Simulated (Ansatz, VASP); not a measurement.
# Cross-check of Cd3SbP between VASP and Ansatz, part 2 of 2

One calculation is typed for both programs; each brings its own data sets. How far apart do they land? The cell is invented: As first built, before any earlier steps moved the atoms (in the runner's words): it takes the Ca3SbP structure with some of its atoms replaced by other elements, volume scaled by an estimate. It may not be a known or stable phase. The cell is taken from a series of VASP runs on this material, whose earlier steps may have relaxed, scaled or displaced it; both programs get it as it stands. Valence electrons are named where the data sets of a main pair hold unlike numbers.

VASP 6.6.1 and Ansatz 0.2.0.

So far. Step 2 (VASP: band structure, LDA, spin-orbit coupling): The run ends at a pressure of -0.13 GPa.

### Step 3. Ansatz: band structure, LDA, spin-orbit coupling

Level of this step: Ansatz beside VASP: Kohn-Sham DFT, plane waves, LDA, spin-orbit coupling (Ansatz).

Ansatz runs on its fully relativistic PAW (standard-fr) files.

The same cell, functional (in two slightly different forms), mesh and smearing now go to Ansatz, which takes its cutoff from its data sets.

Contents of input.yaml:

```yaml
crystal:
  lattice:
    - [4.9387338245, 0.0, 0.0]
    - [0.0, 4.9387338245, 0.0]
    - [0.0, 0.0, 4.9387338245]
  atoms:
    - { symbol: Sb, position: [0.0, 0.0, 0.0] }
    - { symbol: Cd, position: [0.0, 0.5, 0.5] }
    - { symbol: Cd, position: [0.5, 0.0, 0.5] }
    - { symbol: Cd, position: [0.5, 0.5, 0.0] }
    - { symbol: P, position: [0.5, 0.5, 0.5] }
hamiltonian:
  xc: lda
  pseudopotentials: { kind: paw_fr }
magnetization:
  noncollinear: true
  spin_orbit: true
kpoints:
  mp_grid: { grid: [5, 5, 5] }
  band_path:
    path:
      - [0.0, 0.0, 0.0]
      - [0.0, 0.1, 0.0]
      - [0.0, 0.2, 0.0]
      - [0.0, 0.3, 0.0]
      - [0.0, 0.43333, 0.0]
      - [0.0, 0.5, 0.0]
      - [0.1, 0.5, 0.0]
      - [0.2, 0.5, 0.0]
      - [0.33333, 0.5, 0.0]
      - [0.43333, 0.5, 0.0]
      - [0.5, 0.5, 0.0]
      - [0.36667, 0.36667, 0.0]
      - [0.26667, 0.26667, 0.0]
      - [0.16667, 0.16667, 0.0]
      - [0.06667, 0.06667, 0.0]
      - [0.03333, 0.03333, 0.03333]
      - [0.13333, 0.13333, 0.13333]
      - [0.23333, 0.23333, 0.23333]
      - [0.33333, 0.33333, 0.33333]
      - [0.46667, 0.46667, 0.46667]
      - [0.46667, 0.5, 0.46667]
      - [0.36667, 0.5, 0.36667]
      - [0.23333, 0.5, 0.23333]
      - [0.13333, 0.5, 0.13333]
      - [0.03333, 0.5, 0.03333]
      - [0.5, 0.5, 0.03333]
      - [0.5, 0.5, 0.16667]
      - [0.5, 0.5, 0.26667]
      - [0.5, 0.5, 0.36667]
      - [0.5, 0.5, 0.5]
    npoints: 1
scf:
  occupations: { method: gaussian, width: 0.05 }
  n_extra_bands: 16
output:
  forces: true
  stress: true
  eigenvalues: true
```

Started as:

```
$ ansatz run input.yaml --threads 2 --pin off --max-ram 4608MiB --backend cpu --events-out ev --progress --plain --runs-dir out
```

Numbers of over 12 decimals in the logs are rounded to 6 here.

Log:

```text
scf.n_extra_bands = 16 over 80 filled bands (N_el = 80.0): the run solves 96 bands
Engine: ansatz 0.2.0, aarch64-unknown-linux-gnu
Pseudopotentials: kind: paw_fr
Pseudopotential: Sb, paw_fr, valence charge 15, recommended cutoff 420 eV (normal), Sb.paw.azcp#standard-fr
Pseudopotential: Cd, paw_fr, valence charge 20, recommended cutoff 420 eV (normal), Cd.paw.azcp#standard-fr
Pseudopotential: P, paw_fr, valence charge 5, recommended cutoff 420 eV (normal), P.paw.azcp#standard-fr
Functional definition: SPW92
  exchange = slater_x
  correlation = pw_c
non-collinear run that drives no moment, with spin-orbit: no starting moment large enough to seed its density (crystal.atoms[].spin), no starting occupations that ask for one, no magnetisation constraint and no magnetic field, so the semilocal B_xc is pinned to zero
Crystal: 5 atoms, lattice volume = 120.461 Å³
Basis set: ecut = 420 eV, 2373 PW (Γ)
Bands: 96, of which v1, the nominal top of the filled ones, is band 80 counted from 1 (79 counted from 0)
Symmetry: 48 space group operations + 48 with time reversal
Magnetic group: BNS 221.93 (UNI 1595), of the structure as read, at distance tolerance 4.9e-5 Å
k-points: 10 of 125
Projection manifold: j_resolved (fully-relativistic pseudo-atomic orbitals)
Non-local potential: Sb, projectors of the file, l = 0: 2, l = 1: 4, l = 2: 4, l = 3: 4
Non-local potential: Cd, projectors of the file, l = 0: 3, l = 1: 4, l = 2: 4, l = 3: 2
Non-local potential: P, projectors of the file, l = 0: 2, l = 1: 4, l = 2: 4
PAW form: soft (Blöchl's): semilocal exchange-correlation on the pseudo side does not see the compensation charge
PAW frozen core: Sb, regenerated for the run's functional, and the local potential with it (the file was generated under x = pbe(κ = 0.804, μ = 0.219515), c = pbe(β = 0.066725))
PAW frozen core: Cd, regenerated for the run's functional, and the local potential with it (the file was generated under x = pbe(κ = 0.804, μ = 0.219515), c = pbe(β = 0.066725))
PAW frozen core: P, regenerated for the run's functional, and the local potential with it (the file was generated under x = pbe(κ = 0.804, μ = 0.219515), c = pbe(β = 0.066725))
PAW one-centre angular grid: Sb, 590 points (default); XC on 64 Gauss nodes
PAW one-centre angular grid: Cd, 590 points (default); XC on 64 Gauss nodes
PAW one-centre angular grid: P, 110 points (default); XC on 64 Gauss nodes
Initial density: superposition of atomic densities (chi_scale 0.1, normalization cell, long waves kept (reshape's long-wave potential 0.00 eV rms))
Initial wavefunctions: pseudopotential atomic-orbital guess
Functional: x = slater, c = lda
SCF iter   1: F=—  HF=-31424.205545 eV  |F-HF|=—  |Δ(HF+E_count)|=         —  Δρ=2.50e-2  dr2=1.25e0  dr2_m=0.00e0 (ungated)  ethr=3.10e-3  |M|=0.00e0 ∫|m|=0.00e0 μB  |m|>n=0.0e0 m-floor=0.0e0 τ_xc=0.0e0  β_m=0.30  ⟨swp⟩=8.2  Hψ=2325  notcnv=0  defer=36
preconditioner: auto → Kerker (q_TF=auto, 2.548 Å⁻¹)  [metal: Δε(μ)=0.056 eV  Ē_g=10.600 eV  σ=0.050 eV  W_gap=0.49  n_scr=32 (ndim 8)  ℏωp=22.9 eV  f_vac=0.000  D(μ)=5.48/eV (n_scr^D=56)]
spin=Noncollinear: Kerker preconditioning applied to the charge; magnetization (m_x, m_y, m_z) channels mix plain (no charge-response kernel on spin).
SCF iter   2: F=—  HF=-31423.993279 eV  |F-HF|=—  |Δ(HF+E_count)|=   2.12e-1  Δρ=1.81e-2  dr2=6.51e-1  dr2_m=0.00e0 (ungated)  ethr=1.56e-3  |M|=0.00e0 ∫|m|=0.00e0 μB  |m|>n=0.0e0 m-floor=0.0e0 τ_xc=0.0e0  β_m=0.65  ⟨swp⟩=1.9  Hψ=588  notcnv=0  defer=74
SCF iter   3: F=—  HF=-31423.777702 eV  |F-HF|=—  |Δ(HF+E_count)|=   2.16e-1  Δρ=3.69e-3  dr2=1.69e-2  dr2_m=0.00e0 (ungated)  ethr=8.14e-4  |M|=0.00e0 ∫|m|=0.00e0 μB  |m|>n=0.0e0 m-floor=0.0e0 τ_xc=0.0e0  β_m=0.82  ⟨swp⟩=2.8  Hψ=768  notcnv=0  defer=88
SCF iter   4: F=—  HF=-31423.773816 eV  |F-HF|=—  |Δ(HF+E_count)|=   3.89e-3  Δρ=7.73e-4  dr2=9.04e-4  dr2_m=0.00e0 (ungated)  ethr=2.12e-5  |M|=0.00e0 ∫|m|=0.00e0 μB  |m|>n=0.0e0 m-floor=0.0e0 τ_xc=0.0e0  β_m=0.86  ⟨swp⟩=2.2  Hψ=692  notcnv=0  defer=88
SCF iter   5: F=—  HF=-31423.773661 eV  |F-HF|=—  |Δ(HF+E_count)|=   1.55e-4  Δρ=2.66e-4  dr2=7.02e-5  dr2_m=0.00e0 (ungated)  ethr=1.13e-6  |M|=0.00e0 ∫|m|=0.00e0 μB  |m|>n=0.0e0 m-floor=0.0e0 τ_xc=0.0e0  β_m=0.93  ⟨swp⟩=2.0  Hψ=720  notcnv=0  defer=88
SCF iter   6: F=—  HF=-31423.773722 eV  |F-HF|=—  |Δ(HF+E_count)|=   6.04e-5  Δρ=6.55e-5  dr2=6.77e-6  dr2_m=0.00e0 (ungated)  ethr=8.78e-8  |M|=0.00e0 ∫|m|=0.00e0 μB  |m|>n=0.0e0 m-floor=0.0e0 τ_xc=0.0e0  β_m=0.97  ⟨swp⟩=2.0  Hψ=707  notcnv=0  defer=88
SCF iter   7: F=—  HF=-31423.773721 eV  |F-HF|=—  |Δ(HF+E_count)|=   6.82e-7  Δρ=1.81e-5  dr2=6.44e-7  dr2_m=0.00e0 (ungated)  ethr=8.47e-9  |M|=0.00e0 ∫|m|=0.00e0 μB  |m|>n=0.0e0 m-floor=0.0e0 τ_xc=0.0e0  β_m=0.98  ⟨swp⟩=2.0  Hψ=721  notcnv=0  defer=88
SCF iter   8: F=-31423.773721 eV  HF=-31423.773721 eV  |F-HF|=4.72e-8  |Δ(HF+E_count)|=   1.07e-7  Δρ=5.89e-6  dr2=9.87e-8  dr2_m=0.00e0 (ungated)  ethr=1.25e-10  |M|=0.00e0 ∫|m|=0.00e0 μB  |m|>n=0.0e0 m-floor=0.0e0 τ_xc=0.0e0  ⟨swp⟩=12.1  Hψ=2204  notcnv=0
SCF 1 converged in 8 iterations: F = -31423.773721 eV  dr2 = 9.87e-8
  greatest PAW one-centre occupation: 1.000 electrons in one spin orbital (limit 2), on the Cd atom at site 3 (counted from 0), in its partial waves of l = 0
NSCF: frozen V_eff on 30 k-points
SCF converged after 8 iterations
Magnetization: |M| = 0.0000 μB,  M = (+0.0000, +0.0000, +0.0000) μB
Absolute magnetization: 0.0000 μB (∫|m|)
  site 0: m = (+0.0000, +0.0000, +0.0000) μB, |m| = 0.0000 μB  (R = 1.44 Å)
  site 1: m = (+0.0000, +0.0000, +0.0000) μB, |m| = 0.0000 μB  (R = 1.02 Å)
  site 2: m = (+0.0000, +0.0000, +0.0000) μB, |m| = 0.0000 μB  (R = 1.02 Å)
  site 3: m = (+0.0000, +0.0000, +0.0000) μB, |m| = 0.0000 μB  (R = 1.02 Å)
  site 4: m = (+0.0000, +0.0000, +0.0000) μB, |m| = 0.0000 μB  (R = 1.02 Å)
Free energy (F): -31423.773721 eV
Harris-Foulkes:  -31423.773721 eV  (|F-HF|=4.72e-8)
Internal energy: -31423.764906 eV  (E = F + TS)
E sigma→0 (E₀):  -31423.769314 eV
Entropy (-TS):   -0.008814 eV (-1.763 meV/atom)
Fermi energy:    10.727125 eV
--- Per-component energies (eV) ---
  E_band       = -1528.467399
  E_kinetic    = 1796.436272
  E_local      = -11856.807576  (includes V_loc(G=0)·N_el)
  E_nonlocal   = 517.483837
  E_hartree    = 5480.330933
  E_xc         = -726.071957
  E_vxc        = -822.853405  (∫ρ·V_xc dr)
  E_paw        = -16814.530134  (= ΣΔE_a)
  E_vpaw       = -2123.392368  (= ΣTr[D̂ρ^β])
  E_aug_tail   = 0.000034  (compensation charges beyond the density's cutoff)
  E_ewald      = -9823.603064
  E_core_change = 2.996748  (= ΣΔE_core)
  E_smearing   = -0.008814  (= −TS)
  E_closure    = 0.000000  (closes the sum)
  Σ components = -31423.773721   (vs F -31423.773721, Δ=0.00e0)
--- Forces (eV/Å), atoms counted from 1 ---
  atom   1  Sb    -0.00000000     0.00000000     0.00000000
  atom   2  Cd     0.00000000    -0.00000000    -0.00000000
  atom   3  Cd     0.00000000    -0.00000000     0.00000000
  atom   4  Cd     0.00000000    -0.00000000     0.00000000
  atom   5  P     -0.00000000     0.00000000     0.00000000
  max |Σ_I F_I| component: 3.57e-28 eV/Å
--- Stress (GPa, compression-positive) ---
       -0.168386       0.000000       0.000000
        0.000000      -0.168386       0.000000
        0.000000       0.000000      -0.168386
  P = ⅓ Tr σ = -0.1684 GPa (-1.684 kbar)
--- Band table (eV; the first three rows and the last of 10) ---
  k-point 0: bands = [... 76 lower, 9.6755, 9.6755, 10.0791, 10.0791, 10.6526, 10.6526, 10.6526, 10.6526, ... 12 higher]
  k-point 1: bands = [... 76 lower, 9.7962, 9.7962, 10.2176, 10.2176, 10.5979, 10.5979, 11.1319, 11.1319, ... 12 higher]
  k-point 2: bands = [... 76 lower, 10.0139, 10.0139, 10.0460, 10.0460, 10.3784, 10.3784, 13.3387, 13.3387, ... 12 higher]
  k-point 9: bands = [... 76 lower, 8.3508, 8.3508, 8.9718, 8.9718, 13.6296, 13.6296, 14.0368, 14.0368, ... 12 higher]
```

Run time: 52 s. Hardware: 2 threads of Arm Neoverse V2, shared host; peak memory 0.82 GiB; 1.7 min of CPU time.

### Step 4. Differences

Known differences besides the potentials themselves: spin-orbit coupling enters by fully relativistic files in Ansatz and inside the spheres in VASP; the two LDA forms differ slightly; the data sets hold 80 valence electrons in Ansatz (on its fully relativistic PAW (standard-fr) files) and 46 in VASP; the cutoff is 420 eV in Ansatz and 400 eV in VASP; VASP's log shows a relativistic correction to its local exchange, Ansatz's none. Total energies have different zeros and are not compared.

Both answers:

```
      quantity  Ansatz   VASP  difference
pressure (GPa)   -0.17  -0.13       -0.04
```

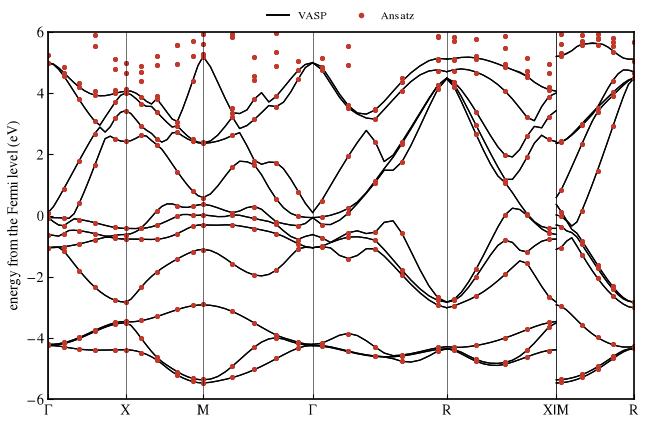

Bands from VASP (lines) and levels from Ansatz (dots). Dots without a line are higher empty bands that the VASP plot leaves out.

Levels from 3 eV below to 2 eV above the Fermi level differ by 9 meV r.m.s. and 26 meV at most; each VASP level is matched to the nearest of Ansatz, which flatters the figure a little. Ansatz's pressure holds a Pulay correction of 0.03 GPa; VASP's holds none.

### Step 5. Results

```json
{
  "r.m.s. difference of levels near the Fermi level (band structure, LDA, spin-orbit coupling)": "9.3 meV"
}
```

In words: The r.m.s. difference of levels near the Fermi level is 9.3 meV (band structure, LDA, spin-orbit coupling), within the 80 meV picked in this series as the mark of a large difference. The data sets hold unlike numbers of valence electrons (80 in Ansatz and 46 in VASP), so part of the differences comes from the potentials. Such differences can come from data sets, numerical settings and the points named under the comparisons, not from the functional's error against experiment.

[Lines on the potential files, build, host, timing and source positions are cut from VASP's logs without a mark.]

[Logs are printed without paths, hosts, clocks, repeated set-up lines and the standing remarks that a program may print on its own settings, such as how far it seeks lower states.]

[Hosts, paths, dates, database ids (printed as entryN), source tags and the programs' standing remarks are cut or masked in the printed files.]
